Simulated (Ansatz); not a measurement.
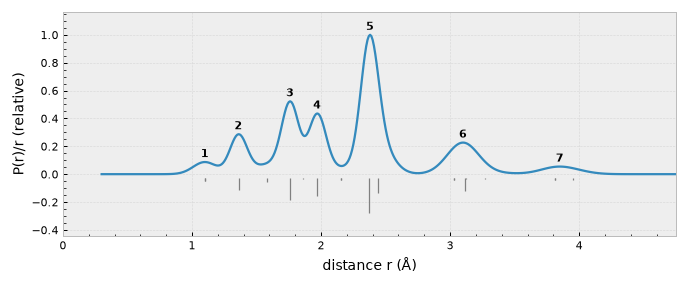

Simulated gas electron diffraction: radial distribution curve of C2H3AlSi. Each pair of atoms contributes with weight ZᵢZⱼ/r (bars below the curve); damping constant 0.001 Å²; vibrational amplitudes assumed, not computed: 0.05 Å for bonds, 0.078 Å for bonds to H, 0.06 + 0.015 r up to 0.15 Å for other pairs. The geometry is the end point of an optimisation (RKS PBE0-D4/def2-SVP in Ansatz); it may be a saddle point or a higher isomer.

> Which pairs of atoms lie under the numbered peaks? Mark bonded pairs by – and others by ···.

Peak 1, 1.10 Å: C–H 1.10 Å (×2)
Peak 2, 1.36 Å: C–C 1.36 Å
Peak 3, 1.76 Å: Al–H 1.58 Å, Si–C 1.76 Å, not resolved
Peak 4, 1.97 Å: Al–C 1.97 Å, C···H 2.15 Å (×2), not resolved
Peak 5, 2.38 Å: Si–Al 2.37 Å, Al···C 2.44 Å, not resolved
Peak 6, 3.10 Å: Al···H 3.03 Å (×2), Si···C 3.11 Å, C···H 3.12–3.27 Å (×2), not resolved
Peak 7, 3.85 Å: Si···H 3.81–3.95 Å (×3), not resolved
